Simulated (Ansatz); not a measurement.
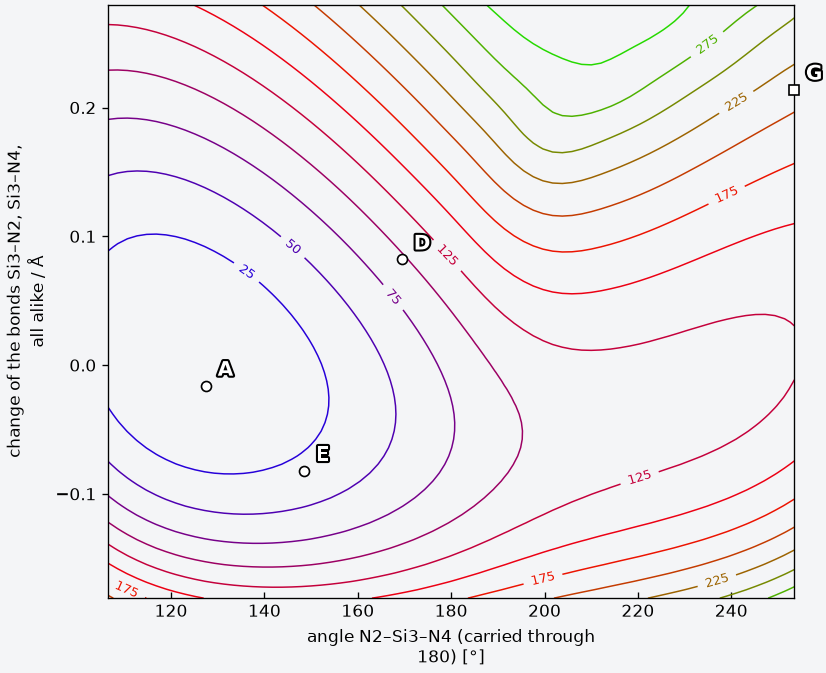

BH4N2Si, SMILES BN=[Si+]N, charge +1. First axis: angle N2–Si3–N4 (carried through 180). Second axis: change of the bonds Si3–N2, Si3–N4, all alike. Nothing is relaxed (all other coordinates rigid). The grid has 15 × 15 points. Points are written as (first, second). All energies are given in kJ/mol relative to the relaxed molecule at the same level. Method: RKS PBE-D4/def2-TZVP (Ansatz 0.2.0).

The picture shows contour lines labelled in kJ/mol, lettered points. Between grid points the surface is interpolated.

Question: What kind of point is each of A, D, E: minimum, saddle, maximum or slope?

Answer: A: minimum; D: on a slope; E: on a slope. (In these two coordinates alone; a stationary point may lie a little off the grid point.)

Question: Rank the lettered points by energy, lowest first.

Answer: A (0.9 kJ/mol), E (32 kJ/mol), D (97 kJ/mol), G (212 kJ/mol).
